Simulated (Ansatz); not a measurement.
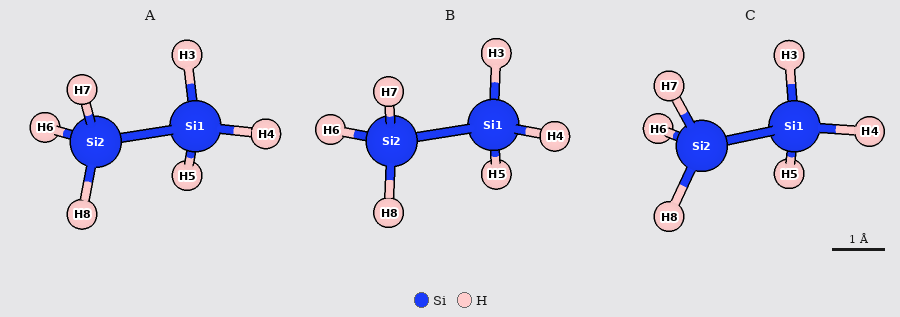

3 geometries from one relaxation of Si₂H₆, in shuffled order. A ball-and-stick model, seen at a tilt.

Theory: RKS PBE0-D4/def2-TZVP (Ansatz). Settings: force threshold 0.005 eV/Å; at most 200 steps.

Order the frames from highest to lowest energy.

Answer. C, A, B. They are steps 0, 2, 5, at +88.6 kJ/mol, +12.1 kJ/mol relative to the last. Over 5 geometry steps the energy falls by 88.6 kJ/mol. Largest force component: 2.6 eV/Å at the start, 0.0035 eV/Å at the end. The largest move after the best rigid fit is that of H6, 0.54 Å. By element the largest moves are H 0.54 Å, Si 0.43 Å. Among the contacts that change: Si2–H6 1.595 → 1.488 Å, Si1–H4 1.510 → 1.488 Å, Si1–Si2 2.357 → 2.338 Å, Si1–H3 1.505 → 1.488 Å. Bond angles that change, for instance: Si1–Si2–H6 81.4° → 110.1°, H6–Si2–H7 90.6° → 108.7°, Si2–Si1–H4 123.6° → 110.4°. The run took 6 s on 4 threads of Arm Neoverse V1, with other jobs on the host.
